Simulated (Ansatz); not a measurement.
A convergence study on SiH3Cl (SMILES [SiH3]Cl)

SiH3Cl: 5 atoms, total charge 0, spin state singlet. As SMILES, `[SiH3]Cl`. The shape is that of a PBE0-D4/def2-TZVP optimisation.

```xyz
5

Si   -0.1120    0.0186   -0.0309
Cl    1.8383   -0.5135    0.3299
H    -0.9509   -0.4883    1.0791
H    -0.5347   -0.5857   -1.3149
H    -0.1908    1.4954   -0.1047
```

Program: Ansatz 0.2.0. Method: r2SCAN-D4. Swept: basis set. Watched: the total energy. Each run: gradient. Hardware: 1 thread of Arm Neoverse V1, shared host.

Deviations are taken from the sweep's last point, which isn't the limit.

```json
{"basis set": "cc-pVDZ", "basis functions": "51", "energy (Eh)": "-751.468693", "from the best (mEh)": "+52.997", "wall time": "2.3 s"}
{"basis set": "cc-pVTZ", "basis functions": "110", "energy (Eh)": "-751.505223", "from the best (mEh)": "+16.467", "wall time": "3.9 s"}
{"basis set": "cc-pVQZ", "basis functions": "208", "energy (Eh)": "-751.515582", "from the best (mEh)": "+6.108", "wall time": "7.2 s"}
{"basis set": "cc-pV5Z", "basis functions": "355", "energy (Eh)": "-751.521690", "from the best (mEh)": "0.000", "wall time": "14 s"}
```

(1) Which is the coarsest setting good to 10 mEh?

Answers

(1) cc-pVQZ: it is 6.108 mEh off and takes 7.2 s, against 14 s for cc-pV5Z.

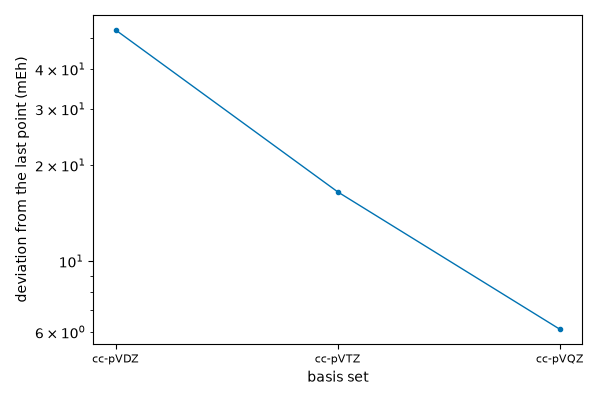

Absolute deviation from the last point of the sweep; values under 0.001 mEh are drawn at that floor.
